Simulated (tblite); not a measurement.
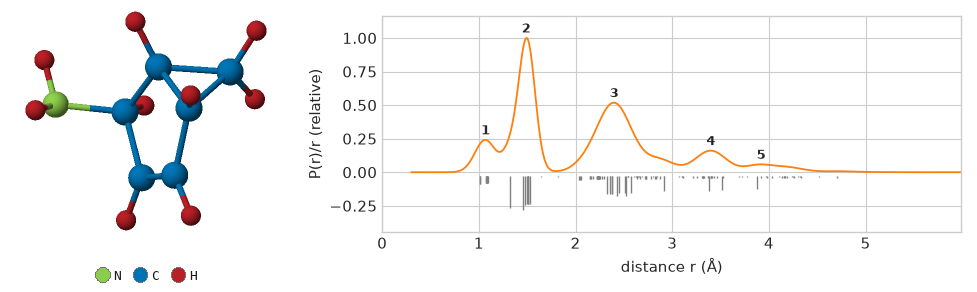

Simulated gas electron diffraction: radial distribution curve of C6H9N. Each pair of atoms contributes with weight ZᵢZⱼ/r (bars below the curve); damping constant 0.002 Å²; vibrational amplitudes assumed, not computed: 0.05 Å for bonds, 0.078 Å for bonds to H, 0.06 + 0.015 r up to 0.15 Å for other pairs. The geometry is the end point of an optimisation (GFN2-xTB geometry optimisation, gas phase (tblite 0.8.0)); it may be a saddle point or a higher isomer. SMILES: N[C@@H]1C=C[C@H]2C[C@@H]12.

**Which pairs of atoms lie under the numbered peaks? Mark bonded pairs by – and others by ···.**

Peak 1, 1.07 Å: N–H 1.01 Å (×2), C–H 1.07–1.10 Å (×7), not resolved
Peak 2, 1.49 Å: C–C 1.33–1.53 Å (×7), N–C 1.45 Å, not resolved
Peak 3, 2.40 Å: C···H 2.15–2.67 Å (×18), C···C 2.32–2.57 Å (×7), N···C 2.43–2.53 Å (×2), not resolved
Peak 4, 3.40 Å: C···H 3.21–3.52 Å (×15), N···C 3.38–3.51 Å (×2), not resolved
Peak 5, 3.92 Å: N···C 3.87 Å, C···H 3.92–4.19 Å (×6), not resolved; in its flanks N···H 4.26–4.33 Å
